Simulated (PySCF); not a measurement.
```xyz
16

C    -2.5403   -0.7457    0.3980
Si   -1.2892    0.6051   -0.0579
P     0.5540    0.2958    1.1634
Si    1.3379   -1.6181    0.3485
Si    1.9277    1.7926    0.2663
H    -3.4907   -0.5784   -0.0990
H    -2.1804   -1.7301    0.1110
H    -2.7198   -0.7602    1.4695
H    -1.7883    1.9408    0.2824
H    -1.0105    0.5636   -1.5024
H     1.3075   -1.6742   -1.1165
H     0.4944   -2.6845    0.8862
H     2.7159   -1.7599    0.8123
H     3.2512    1.5478    0.8352
H     2.0002    1.7072   -1.1948
H     1.4229    3.1070    0.6539
```

Geometry: GFN2-xTB.

Level of theory: PySCF 2.14.0, B3LYP/def2-SVPD, SCF density, gas phase.

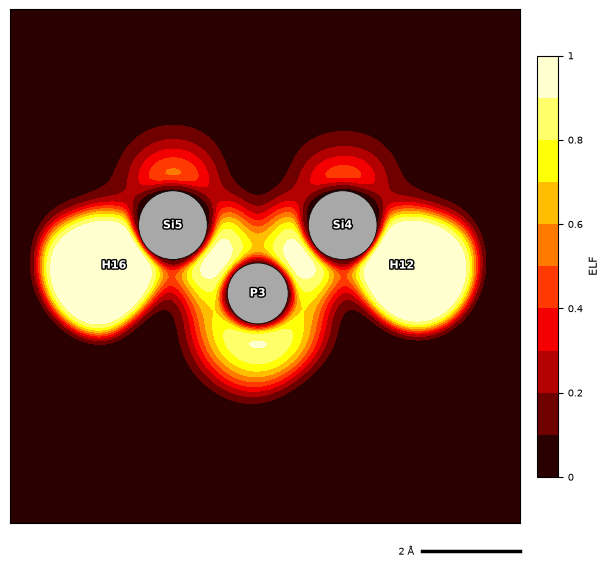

CH11PSi3 (SMILES C[SiH2]P([SiH3])[SiH3]). ELF on the plane of atoms P3, Si4 and H12. Grey discs cover the atomic cores.

> What do the fields say about this system?

The section cuts through P, Si and H sites.
Si–P (2.22 Å): the ELF peaks at about 0.95 between the atoms; a shared electron pair.
Si–H (1.46 Å): the ELF climbs to about 1 towards the hydrogen, as it does in any bond to H.
The ELF also peaks beside P3, away from the bonds: lone-pair regions.
